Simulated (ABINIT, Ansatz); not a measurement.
# Converging GW for La2O3 (P-3m1) in ABINIT, part 2 of 2

What does each rung of G0W0 on La2O3 (P-3m1) cost, and what does it buy?

ABINIT 10.8.3; PBE and many-body steps on it, plane waves. Known limits of the many-body steps: not at the basis limit; no spin-orbit coupling; coarse k mesh.

So far. Step 3 (Screening, 3×3×2 mesh, 71 bands, screening to 95.2 eV): Local fields lower ε∞ by 7 %. On a Γ-centred mesh this coarse the value itself is usually too large, while a short band sum pulls it down. Step 4 (71 bands, 95.2 eV): The gap on the mesh goes from 3.94 eV to 5.22 eV, a correction of +1.28 eV.

### Step 6. 186 bands, 176.9 eV

This step: G0W0 on PBE, plane waves, norm-conserving pseudopotentials.

Input file run.abi:

```
acell 3*1.0 Angstrom
rprim 
  3.930777878010 -0.000000000002 0.000000000000
  -1.965388939003 3.404153498992 0.000000000000
  0.000000000000 0.000000000000 6.111953520000
ntypat 2
znucl 57 8
natom 5
typat 1 1 2 2 2
xred 
  0.666666666667 0.333333333333 0.753764320000
  0.333333333333 0.666666666667 0.246235680000
  0.666666666667 0.333333333333 0.354109350000
  0.333333333333 0.666666666667 0.645890650000
  -0.000000000000 -0.000000000000 0.000000000000
pp_dirpath "pseudos"
pseudos "La.upf, O.upf"
ecut 50
ngkpt 3 3 2
nshiftk 1
shiftk 0 0 0
kptopt 1
chksymbreak 0
istwfk *1
occopt 1
irdwfk 1
optdriver 4
nband 186
gwcalctyp 0
ecutsigx 50
symsigma 1
nkptgw 3
kptgw 
  0.3333333333 0.0000000000 0.5000000000
  0.3333333333 0.3333333333 0.0000000000
  0.0000000000 0.0000000000 0.0000000000
bdgw 
  19 22
  19 23
  18 23
ecuteps 6.5
irdscr 1
ppmodel 1
indata_prefix "in"
outdata_prefix "out"
tmpdata_prefix "tmp"
```

On the command line:

```sh
> OMP_NUM_THREADS=1 mpirun -n 8 abinit run.abi > log
```

Numbers of over 12 decimals in the logs are rounded to 6 here.

Output:

```text
.Version 10.8.3 of ABINIT. v10.8.2 released Aug 2026.

 Symmetries : space group P-3 m 1 (#164); Bravais hP (primitive hexag.)
[... echo of the input left out ...]
== DATASET  1 ==================================================================
-   mpi_nproc: 8, omp_nthreads: 1 (-1 if OMP is not activated)

--- !DatasetInfo
iteration_state: {dtset: 1, }
dimensions: {natom: 5, nkpt: 6, mband: 186, nsppol: 1, nspinor: 1, nspden: 1, mpw: 9367, }
cutoff_energies: {ecut:  50.0, pawecutdg:  -1.0, }
electrons: {nelect:   4.00000000E+01, charge:   0.00000000E+00, occopt:   1.00000000E+00, tsmear:   1.00000000E-02, }

 SIGMA: Calculation of the GW corrections

 Based on a program developped by R.W. Godby, V. Olevano, G. Onida, and L. Reining.
 Incorporated in ABINIT by V. Olevano, G.-M. Rignanese, and M. Torrent.
.Using double precision arithmetic ; gwpc =  8

[... cell and pseudopotentials left out ...]
--------------------------------------------------------------------------------

 ==== K-mesh for the wavefunctions ====
 Number of points in the irreducible wedge :     6
[... list of points left out ...]
 Together with 12 symmetry operations and time-reversal symmetry
 yields    18 points in the full Brillouin Zone.

 ==== Q-mesh for screening function ====
 Number of points in the irreducible wedge :     6
[... list of points left out ...]
 Together with 12 symmetry operations and time-reversal symmetry
 yields    18 points in the full Brillouin Zone.

 vcoul_init : cutoff-mode = AUXILIARY_FUNCTION
 q-points for optical limit:   1
     1)      0.000010    0.000020    0.000030
 setmesh: FFT mesh size selected  =    45x   45x   75
          total number of points  =       151875

 Number of electrons calculated from density =   40.0000; Expected =   40.0000
[...]
number of plane-waves for wavefunctions          9367
 number of bands                                   186
 number of q-points in IBZ                           6
 number of frequencies                               2
 number of real frequencies                          1
 number of imag frequencies                          1

 matrix elements of self-energy operator (all in [eV])

 Perturbative Calculation

--- !SelfEnergy_ee
iteration_state: {dtset: 1, }
kpoint     : [   0.333,    0.000,    0.500, ]
spin       : 1
KS_gap     :    4.466
QP_gap     :    6.867
Delta_QP_KS:    2.402
data: !SigmaeeData |
     Band     E0 <VxcDFT>   SigX SigC(E0)      Z dSigC/dE  Sig(E)    E-E0       E
       19   5.682 -18.475 -23.105   4.350   0.770  -0.299 -18.691  -0.215   5.467
       20   5.935 -18.990 -23.520   4.301   0.771  -0.297 -19.166  -0.177   5.758
       21  10.400 -13.777  -5.562  -5.454   0.806  -0.241 -11.552   2.225  12.625
[...]
--- !SelfEnergy_ee
iteration_state: {dtset: 1, }
kpoint     : [   0.333,    0.333,    0.000, ]
spin       : 1
KS_gap     :    3.982
QP_gap     :    5.144
Delta_QP_KS:    1.162
data: !SigmaeeData |
     Band     E0 <VxcDFT>   SigX SigC(E0)      Z dSigC/dE  Sig(E)    E-E0       E
[...]
--- !SelfEnergy_ee
iteration_state: {dtset: 1, }
kpoint     : [   0.000,    0.000,    0.000, ]
spin       : 1
KS_gap     :    4.412
QP_gap     :    6.510
Delta_QP_KS:    2.097
data: !SigmaeeData |
     Band     E0 <VxcDFT>   SigX SigC(E0)      Z dSigC/dE  Sig(E)    E-E0       E
[...]
22  10.583 -12.686  -4.857  -5.539   0.813  -0.230 -10.825   1.862  12.444
       23  10.583 -12.686  -4.857  -5.539   0.813  -0.230 -10.825   1.862  12.444

== END DATASET(S) ==============================================================
================================================================================

 -outvars: echo values of variables after computation  --------
           etotal      0.0000000000E+00
            nband         186
             nkpt           6
          spgroup         164
 [... the other variables as echoed above ...]

 Calculation completed.
```

The job ended after 18 s (8 MPI ranks of AMD EPYC 9R45, shared host; peak memory 2.3 GiB; 2.4 min of CPU time).

Numbers from this step:

- G0W0 gap on the points computed: 5.084 eV
- starting gap on the mesh: 3.940 eV
- k of the valence top: 0.3333, 0, 0.5
- k of the conduction bottom: 0.3333, 0.3333, 0
- Z at the valence top: 0.771
- Z at the conduction bottom: 0.827
- least direct G0W0 gap on the computed points: 5.144 eV

Against G0W0 in ABINIT (3×3×2 mesh, 71 bands, screening to 95.2 eV, Godby-Needs plasmon pole), the gap moves by −0.136 eV.

### Step 7. Screening, 3×3×2 mesh, 429 bands, screening to 272.1 eV

This step: RPA screening on PBE, plane waves, norm-conserving pseudopotentials.

Edit run.abi of step 6 so:

```diff
@@ -26,19 +26,8 @@
 irdwfk 1
-optdriver 4
-nband 186
-gwcalctyp 0
-ecutsigx 50
-symsigma 1
-nkptgw 3
-kptgw 
-  0.3333333333 0.0000000000 0.5000000000
-  0.3333333333 0.3333333333 0.0000000000
-  0.0000000000 0.0000000000 0.0000000000
-bdgw 
-  19 22
-  19 23
-  18 23
-ecuteps 6.5
-irdscr 1
-ppmodel 1
+optdriver 3
+nband 429
+ecuteps 10
+inclvkb 2
+awtr 1
+symchi 1
 indata_prefix "in"
```

Output:

```text
.Version 10.8.3 of ABINIT. v10.8.2 released Aug 2026.

 Symmetries : space group P-3 m 1 (#164); Bravais hP (primitive hexag.)
[... echo of the input left out ...]
== DATASET  1 ==================================================================
-   mpi_nproc: 8, omp_nthreads: 1 (-1 if OMP is not activated)

--- !DatasetInfo
iteration_state: {dtset: 1, }
dimensions: {natom: 5, nkpt: 6, mband: 429, nsppol: 1, nspinor: 1, nspden: 1, mpw: 9367, }
cutoff_energies: {ecut:  50.0, pawecutdg:  -1.0, }
[...]
--------------------------------------------------------------------------------
[... chi0 elements left out ...]
 For q-point:  0.000010 0.000020 0.000030
  dielectric constant =   4.5534
  dielectric constant without local fields =   4.9577

  Average fulfillment of the sum rule on Im[epsilon] for q-point    1 :     91.92  [%]
[... wings left out ...]
  q-point number  2        q = ( 0.333333, 0.000000, 0.000000) [r.l.u.]
--------------------------------------------------------------------------------
[... chi0 elements left out ...]
  Average fulfillment of the sum rule on Im[epsilon] for q-point    2 :     94.50  [%]

 [... 4 further q-points ...]
```

The job ended after 65 s (8 MPI ranks; peak memory 4.5 GiB).

This step gave:

```yaml
eps_infinity_with_local_fields_on_this_mesh_along_the_program_s_q_direction: 4.553
the_same_without_local_fields: 4.958
plasma_frequency: 25.97 eV
plane_waves_in_the_screening_matrix: 845
```

### Step 8. 429 bands, 272.1 eV

This step: G0W0 on PBE, plane waves, norm-conserving pseudopotentials.

Edit run.abi of step 7 so:

```diff
@@ -26,8 +26,19 @@
 irdwfk 1
-optdriver 3
+optdriver 4
 nband 429
+gwcalctyp 0
+ecutsigx 50
+symsigma 1
+nkptgw 3
+kptgw 
+  0.3333333333 0.0000000000 0.5000000000
+  0.3333333333 0.3333333333 0.0000000000
+  0.0000000000 0.0000000000 0.0000000000
+bdgw 
+  19 22
+  19 23
+  18 23
 ecuteps 10
-inclvkb 2
-awtr 1
-symchi 1
+irdscr 1
+ppmodel 1
 indata_prefix "in"
```

Output:

```text
.Version 10.8.3 of ABINIT. v10.8.2 released Aug 2026.

 Symmetries : space group P-3 m 1 (#164); Bravais hP (primitive hexag.)
[... echo of the input left out ...]
== DATASET  1 ==================================================================
-   mpi_nproc: 8, omp_nthreads: 1 (-1 if OMP is not activated)

--- !DatasetInfo
iteration_state: {dtset: 1, }
dimensions: {natom: 5, nkpt: 6, mband: 429, nsppol: 1, nspinor: 1, nspden: 1, mpw: 9367, }
cutoff_energies: {ecut:  50.0, pawecutdg:  -1.0, }
[...]
Band     E0 <VxcDFT>   SigX SigC(E0)      Z dSigC/dE  Sig(E)    E-E0       E
[...]
22  10.583 -12.686  -4.857  -5.855   0.811  -0.234 -11.086   1.601  12.183
       23  10.583 -12.686  -4.857  -5.855   0.811  -0.234 -11.086   1.601  12.183

== END DATASET(S) ==============================================================
================================================================================

 -outvars: echo values of variables after computation  --------
           etotal      0.0000000000E+00
            nband         429
             nkpt           6
          spgroup         164
 [... the other variables as echoed above ...]

 Calculation completed.
```

Wall time 2.1 min (8 MPI ranks); peak memory 5.3 GiB; 17 min of CPU time.

This step gave:

```
G0W0 gap on the points computed              : 5.146 eV
starting gap on the mesh                     : 3.940 eV
k of the valence top                         : 0.3333, 0, 0.5
k of the conduction bottom                   : 0.3333, 0.3333, 0
least direct G0W0 gap on the computed points : 5.224 eV
```

Against G0W0 in ABINIT (3×3×2 mesh, 186 bands, screening to 176.9 eV, Godby-Needs plasmon pole), the gap moves by +0.062 eV.

### Step 9. The runs together

Times are wall times on 8 MPI ranks of AMD EPYC 9R45, shared host, good to a factor of about two. A run's time includes the screening step that it read.

```
                run   mesh  bands  screening cutoff (eV)  DFT gap (eV)  gap on the mesh (eV)  direct (eV)  ε∞ used     time
  71 bands, 95.2 eV  3×3×2     71                   95.2         3.940                 5.220        5.236     4.57     11 s
186 bands, 176.9 eV  3×3×2    186                  176.9         3.940                 5.084        5.144     4.56     37 s
429 bands, 272.1 eV  3×3×2    429                  272.1         3.940                 5.146        5.224     4.55  3.2 min
```

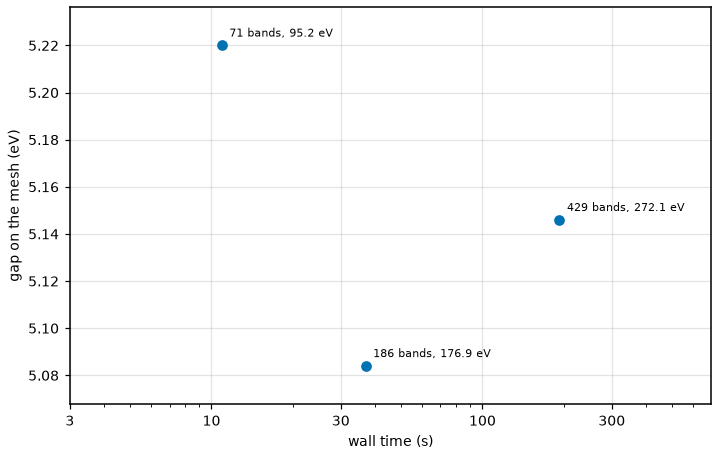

Result against wall time.

### Step 10. What came out

```
71 bands, 95.2 eV   : 5.220 eV
186 bands, 176.9 eV : 5.084 eV
429 bands, 272.1 eV : 5.146 eV
known limits        : not at the basis limit; no spin-orbit coupling; coarse k mesh
```

What this shows: From the first rung to the last the gap moves by −0.07 eV for 18 times the time. The gap turns back along the series, so no limit is drawn from it. In the G0W0 runs levels were corrected at 3 k points alone, so a gap called «on the mesh» is the least over those, and an edge elsewhere would be missed. A denser mesh or path gives a starting gap of 3.85 eV: the GW mesh misses a band edge, so its gaps are not the fundamental one. The 3×3×2 mesh is coarse for this cell, which bears on the long-range parts of exchange and screening. The many-body steps are scalar-relativistic: spin-orbit coupling is not in them.

[Paths, hosts, dates, memory and timing lines, banners, echoed tables and standing remarks are left out of the program output.]

[Logs are printed without paths, hosts, clocks, repeated set-up lines and the standing remarks that a program may print on its own settings, such as how far it seeks lower states.]

[Runs of the session that timed out or met a known fault of the program may be left out.]

[Hosts, paths, dates, database ids (printed as entryN), source tags and the programs' standing remarks are cut or masked in the printed files.]

[G0W0 gaps are taken among the corrected bands and points alone; a level outside them can change the order at an edge.]

[Where Ansatz stands beside ABINIT at settings called matched, ABINIT's density can come from a denser mesh and the files from another edition; pairs whose starting gaps differed by over 0.03 eV were left out, so agreement reads better than it is.]
